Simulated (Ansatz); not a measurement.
Input file:

```
crystal:
  lattice:
    - [-1.6524450142, 1.6524450142, 12.2365789994]
    - [1.6524450142, -1.6524450142, 12.2365789994]
    - [1.6524450142, 1.6524450142, -12.2365789994]
  atoms:
    - { symbol: Hf, position: [0.0, 0.0, 0.0] }
    - { symbol: Hf, position: [0.4128080801, 0.4128080801, 0.0] }
    - { symbol: Hf, position: [0.5871919199, 0.5871919199, 0.0] }
    - { symbol: Br, position: [0.1594905302, 0.1594905302, 0.0] }
    - { symbol: Br, position: [0.8405094698, 0.8405094698, 0.0] }
basis:
  ecutwfc: 420
kpoints:
  mp_grid: { grid: [16, 16, 16] }
  band_path:
    path:
      - [[0.0, 0.0, 0.0], [0.0, 0.0, 0.5], [0.25, 0.25, 0.25], [0.0, 0.5, 0.0], [0.0, 0.0, 0.0], [0.5, 0.5, -0.5], [0.25455905, 0.74544095, -0.25455905]]
      - [[-0.25455905, 0.25455905, 0.25455905], [0.0, 0.0, 0.0]]
      - [[0.0, 0.0, 0.5], [-0.00911809, 0.00911809, 0.5]]
      - [[0.5, 0.5, -0.00911809], [0.5, 0.5, -0.5]]
    npoints: 14
hamiltonian:
  xc: pbe
scf:
  occupations: { method: gaussian, width: 0.1 }
  n_extra_bands: 12
output:
  forces: true
  stress: true
  eigenvalues: true
  populations: true
  dos: { projected: true, de: 0.02, nscf_kmesh: { grid: [20, 20, 20] } }
  bader: true
  write_density: true
  write_potential: true
  elf: true
  volumetric_format: npy
```

Run with:

```sh
ansatz run input.yaml --threads 1 --pin off --max-ram 2560MiB --backend cpu --events-out ev --progress --plain --runs-dir out
```

Below, planes, directions and counts refer to the conventional cell (a = 3.30 Å, b = 3.30 Å, c = 24.47 Å, α = 90.00°, β = 90.00°, γ = 90.00°).

Space group I4/mmm; a structure generated by program, which may or may not match a known phase.

The calculation used DFT PBE, scalar-relativistic, plane waves, PAW (Ansatz 0.2.0).

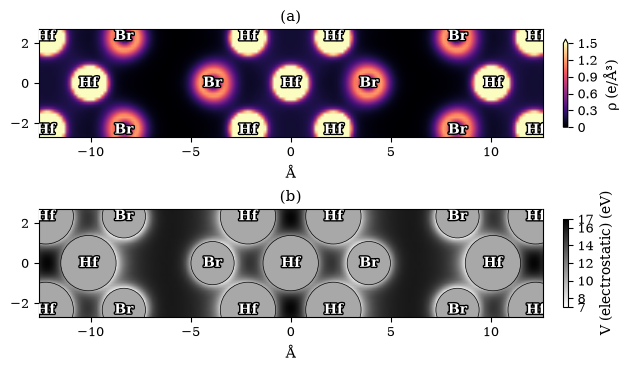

Hf3Br2. (a) valence electron density; (b) electrostatic potential (local pseudopotential plus Hartree) felt by an electron on the (110) plane of the conventional cell. Grey discs cover the atomic cores in the potential map.

In a PAW calculation such maps are meaningful between the atoms, not at the nuclei.

What do the fields say about this system?

The section cuts through Hf and Br sites.
Hf–Br (2.93 Å): ρ at the midpoint is about 0.23 e/Å³.
Hf–Hf (3.16 Å): the density is about 0.2 e/Å³ at the midpoint.
Between the atoms the lowest density in this plane is 0.003 e/Å³.
Outside the cores the potential energy rises away from the atoms and is highest about 2.1 Å from the nearest atoms; its zero is arbitrary.
